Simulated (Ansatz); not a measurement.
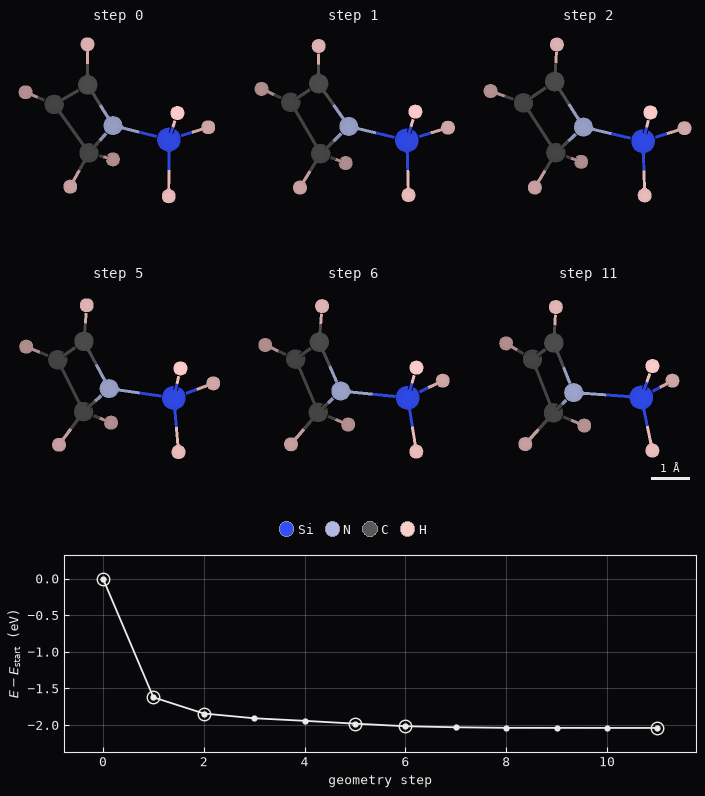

Frames of a relaxation of C3H7NSi, marked on the history of the run. A ball-and-stick model, seen from a free direction.

The run prepares the start of a later molecular dynamics calculation, from a guessed geometry.

All numbers below come from RKS PBE-D4/STO-3G (Ansatz). (no spin polarisation; force threshold 0.02 eV/Å; at most 40 steps)

### Describe the path.

The atom that moves furthest after the best rigid fit is the N atom (0.46 Å). Largest moves by element: N 0.46 Å, H 0.44 Å, C 0.26 Å, Si 0.08 Å. Near-neighbour distances that change, for instance: C–N 1.278 → 1.477 Å, N–Si 1.623 → 1.815 Å, C–N 1.447 → 1.569 Å, C–H 1.006 → 1.098 Å. Bond angles that change, for instance: Si–N–C 136.0° → 117.3°, C–C–H 126.3° → 137.0°, N–C–H 136.0° → 125.6°. Over 11 geometry steps the energy falls by 2.039 eV. The largest force component goes from 12 to 0.011 eV/Å. From step 0 to 1: an H atom moves most (0.18 Å), energy −1.621 eV. From step 1 to 2: an H atom moves most (0.20 Å), energy −0.221 eV. From step 2 to 5: N and H atoms move most (0.18 Å), energy −0.138 eV. From step 5 to 6: an H atom moves most (0.19 Å), energy −0.035 eV. From step 6 to 11: an H atom moves most (0.18 Å), energy −0.023 eV.

Limits of the set-up: STO-3G is a minimal basis, so the numbers are rough.
